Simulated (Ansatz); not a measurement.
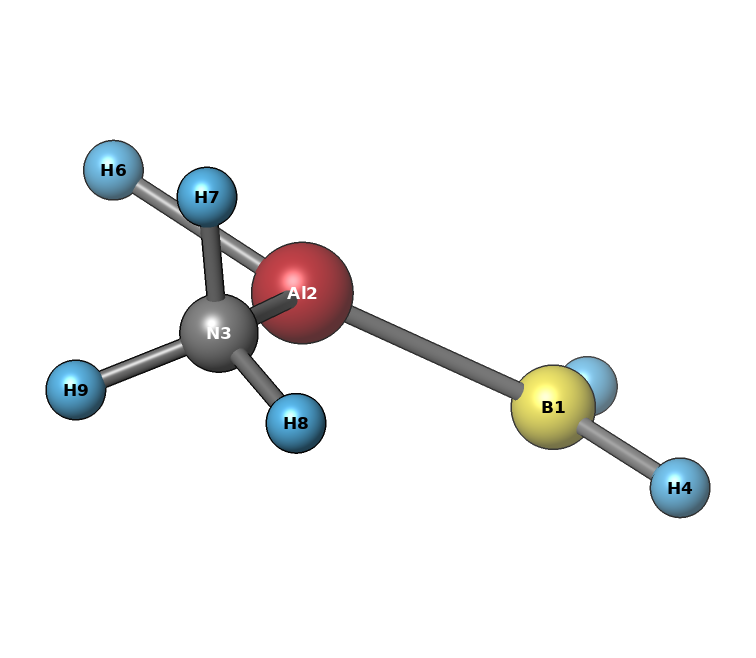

The picture comes from a calculation with Ansatz.

Al2 lies behind N3. The molecule seen a little off the N3–Al2 bond, N3 in front. Atoms fade into the background with distance from the viewer. The species has charge +1 and is a spin singlet. Geometry: atoms displaced at random (about 0.015 Å) from a stationary point of GFN2-xTB.

### What is the torsion angle H7–N3–Al2–B1? The sign is positive where the front bond must turn clockwise to cover the back bond.

122°, anticlinal.
